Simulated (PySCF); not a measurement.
**Pt, Pt+: ionisation energy in aug-cc-pV5Z-PP with ECP60**

Wanted: the ionisation energy of platinum, up a ladder of methods.

Method: unrestricted determinants in a Gaussian basis, no spin-orbit coupling in the energies. Code: PySCF 2.14.0.

## Step 1: The system

- Element: platinum (Z = 78)
- Basis: aug-cc-pV5Z-PP with ECP60MDF
- Hamiltonian: a scalar-relativistic core potential
- State 1: Pt: [Xe] 4f14 5d9 6s1, high-spin 3D determinant
- State 2: Pt+: [Xe] 4f14 5d9, 2D determinant
- Methods: TPSS, B97-3

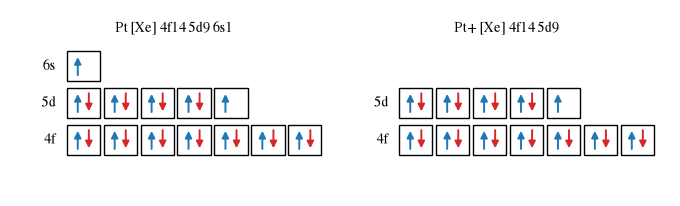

Occupation of the outer shells (arrows by Hund's rule).

One driver process ran all states and methods and kept the integrals in memory. Each run is shown as a PySCF script that sums up its settings (the driver passes frozen orbitals as a list and adds second-order terms of double hybrids); the logs are those of the runs themselves. The driver starts from symmetry-adapted Hartree-Fock orbitals, holds the occupation by maximum overlap and uses a logarithmic radial grid for functionals, so a plain start would take other cycles.

The driver's launch:

```
OMP_NUM_THREADS=1 python atomrun2.py TASK.json OUT
```

The integrals over 197 functions and the set-up took 25 s of CPU time.

## Step 2: Pt, method by method

Level: TPSS.

input.py

```python
from pyscf import gto, scf, dft, mp, cc
import basis_set_exchange as bse
txt = bse.get_basis("aug-cc-pV5Z-PP", elements=["Pt"], fmt="nwchem", header=False)
cut = txt.index("\nECP")
mol = gto.M(atom="Pt 0 0 0", charge=0, spin=2, symmetry="D2h",
            basis=gto.basis.parse(txt[:cut]),
            ecp={"Pt": gto.basis.parse_ecp(txt[cut:])})
mf = dft.UKS(mol, xc="TPSS")
mf.irrep_nelec = {'Ag': (4, 2), 'B1g': (1, 1), 'B2g': (1, 1), 'B3g': (1, 1), 'B1u': (1, 1), 'B2u': (1, 1), 'B3u': (1, 1)}
mf.kernel()
```

Standard output:

```text
damping factor = 0
level_shift factor = 0
DIIS = <class 'pyscf.scf.diis.CDIIS'>
diis_start_cycle = 1
diis_space = 10
diis_damp = 0
SCF conv_tol = 1e-09
SCF conv_tol_grad = None
number electrons alpha = 10  beta = 8
XC functionals = TPSS
    J. Tao, J. P. Perdew, V. N. Staroverov, and G. E. Scuseria.,  Phys. Rev. Lett. 91, 146401 (2003)
    J. P. Perdew, J. Tao, V. N. Staroverov, and G. E. Scuseria.,  J. Chem. Phys. 120, 6898 (2004)
    J. Tao, J. P. Perdew, V. N. Staroverov, and G. E. Scuseria.,  Phys. Rev. Lett. 91, 146401 (2003)
    J. P. Perdew, J. Tao, V. N. Staroverov, and G. E. Scuseria.,  J. Chem. Phys. 120, 6898 (2004)
cycle= 1 E= -119.326135955544  delta_E= 0.00841  |g|= 0.231  |ddm|= 0.859
cycle= 2 E= -119.287667267803  delta_E= 0.0385  |g|= 0.43  |ddm|= 0.852
cycle= 3 E= -119.347206595278  delta_E= -0.0595  |g|= 0.0822  |ddm|= 0.261
cycle= 4 E= -119.349129246631  delta_E= -0.00192  |g|= 0.0363  |ddm|= 0.0475
cycle= 5 E= -119.349591573397  delta_E= -0.000462  |g|= 0.0154  |ddm|= 0.0467
cycle= 6 E= -119.349675170284  delta_E= -8.36e-05  |g|= 0.00975  |ddm|= 0.0331
cycle= 7 E= -119.349741996592  delta_E= -6.68e-05  |g|= 0.00322  |ddm|= 0.0532
cycle= 8 E= -119.349756281403  delta_E= -1.43e-05  |g|= 0.000774  |ddm|= 0.0456
cycle= 9 E= -119.349756625975  delta_E= -3.45e-07  |g|= 0.000163  |ddm|= 0.00607
cycle= 10 E= -119.349756636583  delta_E= -1.06e-08  |g|= 3.61e-05  |ddm|= 0.000676
cycle= 11 E= -119.349756637102  delta_E= -5.19e-10  |g|= 1.6e-06  |ddm|= 0.000124
converged SCF energy = -119.349756637102  <S^2> = 2.001852  2S+1 = 3.0012344
```

It used 33 s of CPU time after the integrals (shared host).

The occupied shells:

```csv
shell,electrons,mean orbital energy (eV),spread (eV),rms radius (bohr)
5s α,1,-101.87,0,1.02
5s β,1,-101.28,0,1.02
5p α,3,-56.822,1.194,1.19
5p β,3,-56.093,0.403,1.19
5d α,5,-6.576,1.238,1.95
6s α,1,-5.772,0,2.73
5d β,4,-5.590,0.955,1.95
```

⟨S²⟩ = 2.002, ⟨L²⟩ = 6.03.

Energies and moments cover only the electrons outside the core potential. Spin-orbit coupling, absent here, splits the open shell strongly.

Level: B97-3.

input.py differs from the last one in:

```diff
@@ -7,3 +7,3 @@
             ecp={"Pt": gto.basis.parse_ecp(txt[cut:])})
-mf = dft.UKS(mol, xc="TPSS")
+mf = dft.UKS(mol, xc="HYB_GGA_XC_B97_3")
 mf.irrep_nelec = {'Ag': (4, 2), 'B1g': (1, 1), 'B2g': (1, 1), 'B3g': (1, 1), 'B1u': (1, 1), 'B2u': (1, 1), 'B3u': (1, 1)}
```

Standard output:

```text
damping factor = 0
level_shift factor = 0
DIIS = <class 'pyscf.scf.diis.CDIIS'>
diis_start_cycle = 1
diis_space = 10
diis_damp = 0
SCF conv_tol = 1e-09
SCF conv_tol_grad = None
number electrons alpha = 10  beta = 8
XC functionals = HYB_GGA_XC_B97_3
    T. W. Keal and D. J. Tozer.,  J. Chem. Phys. 123, 121103 (2005)
cycle= 1 E= -119.396352886474  delta_E= -0.0098  |g|= 0.0427  |ddm|= 0.231
cycle= 2 E= -119.396433835935  delta_E= -8.09e-05  |g|= 0.043  |ddm|= 0.0673
cycle= 3 E= -119.397061389916  delta_E= -0.000628  |g|= 0.00661  |ddm|= 0.0316
cycle= 4 E= -119.39708710593  delta_E= -2.57e-05  |g|= 0.00169  |ddm|= 0.0103
cycle= 5 E= -119.39709885427  delta_E= -1.17e-05  |g|= 0.0012  |ddm|= 0.00994
cycle= 6 E= -119.397111726533  delta_E= -1.29e-05  |g|= 0.000393  |ddm|= 0.0192
cycle= 7 E= -119.397113359517  delta_E= -1.63e-06  |g|= 0.000103  |ddm|= 0.00907
cycle= 8 E= -119.39711337184  delta_E= -1.23e-08  |g|= 1.31e-05  |ddm|= 0.000597
cycle= 9 E= -119.397113372071  delta_E= -2.32e-10  |g|= 1.03e-06  |ddm|= 0.000113
converged SCF energy = -119.397113372071  <S^2> = 2.0018611  2S+1 = 3.0012404
```

It used 24 s of CPU time after the integrals (shared host).

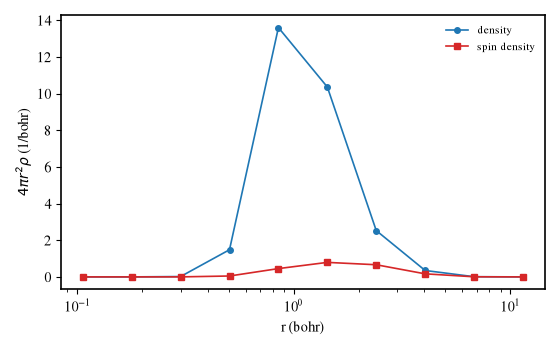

Radial density 4πr²ρ of Pt at B97-3, the electrons outside the core potential, at 10 stored radii joined by straight lines.

## Step 3: Pt+: the ladder of methods

Level: TPSS.

input.py

```python
from pyscf import gto, scf, dft, mp, cc
import basis_set_exchange as bse
txt = bse.get_basis("aug-cc-pV5Z-PP", elements=["Pt"], fmt="nwchem", header=False)
cut = txt.index("\nECP")
mol = gto.M(atom="Pt 0 0 0", charge=1, spin=1, symmetry="D2h",
            basis=gto.basis.parse(txt[:cut]),
            ecp={"Pt": gto.basis.parse_ecp(txt[cut:])})
mf = dft.UKS(mol, xc="TPSS")
mf.irrep_nelec = {'Ag': (3, 2), 'B1g': (1, 1), 'B2g': (1, 1), 'B3g': (1, 1), 'B1u': (1, 1), 'B2u': (1, 1), 'B3u': (1, 1)}
mf.kernel()
```

Standard output:

```text
damping factor = 0
level_shift factor = 0
DIIS = <class 'pyscf.scf.diis.CDIIS'>
diis_start_cycle = 1
diis_space = 10
diis_damp = 0
SCF conv_tol = 1e-09
SCF conv_tol_grad = None
number electrons alpha = 9  beta = 8
XC functionals = TPSS
    J. Tao, J. P. Perdew, V. N. Staroverov, and G. E. Scuseria.,  Phys. Rev. Lett. 91, 146401 (2003)
    J. P. Perdew, J. Tao, V. N. Staroverov, and G. E. Scuseria.,  J. Chem. Phys. 120, 6898 (2004)
    J. Tao, J. P. Perdew, V. N. Staroverov, and G. E. Scuseria.,  Phys. Rev. Lett. 91, 146401 (2003)
    J. P. Perdew, J. Tao, V. N. Staroverov, and G. E. Scuseria.,  J. Chem. Phys. 120, 6898 (2004)
cycle= 1 E= -119.004954115324  delta_E= -0.00787  |g|= 0.11  |ddm|= 0.447
cycle= 2 E= -119.005120211769  delta_E= -0.000166  |g|= 0.139  |ddm|= 0.378
cycle= 3 E= -119.012402187849  delta_E= -0.00728  |g|= 0.0202  |ddm|= 0.156
cycle= 4 E= -119.012873680705  delta_E= -0.000471  |g|= 0.0107  |ddm|= 0.0576
cycle= 5 E= -119.013211791595  delta_E= -0.000338  |g|= 0.0135  |ddm|= 0.106
cycle= 6 E= -119.013273239846  delta_E= -6.14e-05  |g|= 0.00174  |ddm|= 0.0199
cycle= 7 E= -119.013275948479  delta_E= -2.71e-06  |g|= 0.00017  |ddm|= 0.00855
cycle= 8 E= -119.013275993341  delta_E= -4.49e-08  |g|= 4.85e-05  |ddm|= 0.00166
cycle= 9 E= -119.013276000996  delta_E= -7.65e-09  |g|= 6.61e-06  |ddm|= 0.000518
cycle= 10 E= -119.013276001073  delta_E= -7.75e-11  |g|= 5.48e-07  |ddm|= 4.44e-05
converged SCF energy = -119.013276001073  <S^2> = 1.0391584  2S+1 = 2.2708222
```

CPU time 31 s on a shared host, the integrals not counted.

The occupied shells:

```
shell  electrons  mean orbital energy (eV)  spread (eV)  rms radius (bohr)
 5s α          1                   -110.53            0               1.02
 5s β          1                   -109.99            0               1.02
 5p α          3                   -65.510        1.015               1.19
 5p β          3                   -64.834        0.253               1.19
 5d α          5                   -14.895        1.410               1.82
 5d β          4                   -14.306        0.383               1.82
```

⟨S²⟩ = 1.039, ⟨L²⟩ = 7.00.

Energies and moments cover only the electrons outside the core potential. Spin-orbit coupling, absent here, splits the open shell strongly. ⟨S²⟩ = 1.04 against 0.75 shows spin contamination.

Level: B97-3.

input.py differs from the last one in:

```diff
@@ -7,3 +7,3 @@
             ecp={"Pt": gto.basis.parse_ecp(txt[cut:])})
-mf = dft.UKS(mol, xc="TPSS")
+mf = dft.UKS(mol, xc="HYB_GGA_XC_B97_3")
 mf.irrep_nelec = {'Ag': (3, 2), 'B1g': (1, 1), 'B2g': (1, 1), 'B3g': (1, 1), 'B1u': (1, 1), 'B2u': (1, 1), 'B3u': (1, 1)}
```

Standard output:

```text
damping factor = 0
level_shift factor = 0
DIIS = <class 'pyscf.scf.diis.CDIIS'>
diis_start_cycle = 1
diis_space = 10
diis_damp = 0
SCF conv_tol = 1e-09
SCF conv_tol_grad = None
number electrons alpha = 9  beta = 8
XC functionals = HYB_GGA_XC_B97_3
    T. W. Keal and D. J. Tozer.,  J. Chem. Phys. 123, 121103 (2005)
cycle= 1 E= -119.069735527889  delta_E= -0.00837  |g|= 0.0388  |ddm|= 0.173
cycle= 2 E= -119.070289523052  delta_E= -0.000554  |g|= 0.0237  |ddm|= 0.0464
cycle= 3 E= -119.070590982269  delta_E= -0.000301  |g|= 0.00916  |ddm|= 0.028
cycle= 4 E= -119.070748945548  delta_E= -0.000158  |g|= 0.00479  |ddm|= 0.0241
cycle= 5 E= -119.071000039881  delta_E= -0.000251  |g|= 0.00283  |ddm|= 0.0604
cycle= 6 E= -119.071088376891  delta_E= -8.83e-05  |g|= 0.000743  |ddm|= 0.0551
cycle= 7 E= -119.071090182176  delta_E= -1.81e-06  |g|= 0.000392  |ddm|= 0.00516
cycle= 8 E= -119.071090370252  delta_E= -1.88e-07  |g|= 5.23e-05  |ddm|= 0.00206
cycle= 9 E= -119.071090377853  delta_E= -7.6e-09  |g|= 3.89e-06  |ddm|= 0.00044
cycle= 10 E= -119.071090377874  delta_E= -2.02e-11  |g|= 1e-06  |ddm|= 2.84e-05
converged SCF energy = -119.071090377874  <S^2> = 0.82806261  2S+1 = 2.0765959
```

CPU time 26 s on a shared host, the integrals not counted.

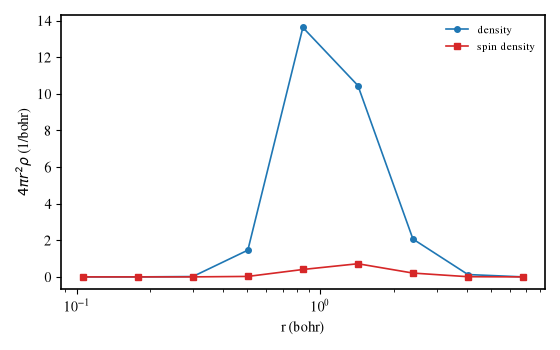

Radial density 4πr²ρ of Pt+ at B97-3, the electrons outside the core potential, at 9 stored radii joined by straight lines.

## Step 4: Differences of total energies

Ionisation energy: Pt [Xe] 4f14 5d9 6s1 (3D) → Pt+ [Xe] 4f14 5d9 (2D).

```
method  value (eV)  less the reference (eV)  CPU time, both states (s)
   UHF       7.565                   -1.394                           
  TPSS       9.156                   +0.197                         64
 B97-3       8.872                   -0.087                         50
```

Reference: 8.959 eV (measured; NIST Atomic Spectra Database, ionization energies). The reference lies between the lowest fine-structure levels, while these numbers refer to the centres of the terms.

The runs at UHF are not shown; their differences are listed all the same. Times are CPU seconds on a shared host without the integrals; correlated rows include their Hartree-Fock run, whose time holds the symmetry-adapted start and any spin-orbit constants, while functionals begin from orbitals already made.

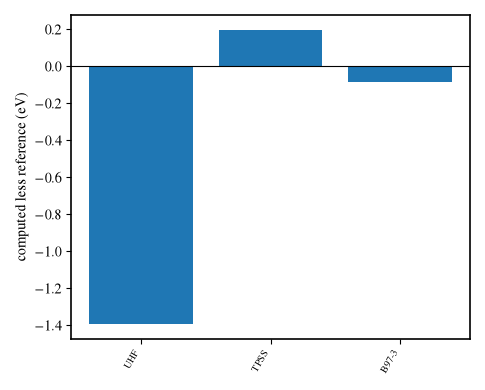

Computed less reference values by method, where the reference is not like for like or is itself uncertain.

## Step 5: What came out

| quantity | value |
| --- | --- |
| ionisation energy, Pt | UHF 7.565, B97-3 8.872 eV; reference 8.959 |

The methods span 1.591 eV, from UHF (7.565) to TPSS (9.156). The reference is uncertain or not like for like (spin-orbit coupling or other relativistic terms), so no ranking of close methods is drawn. All values hold for this basis alone; no basis-set limit was taken.
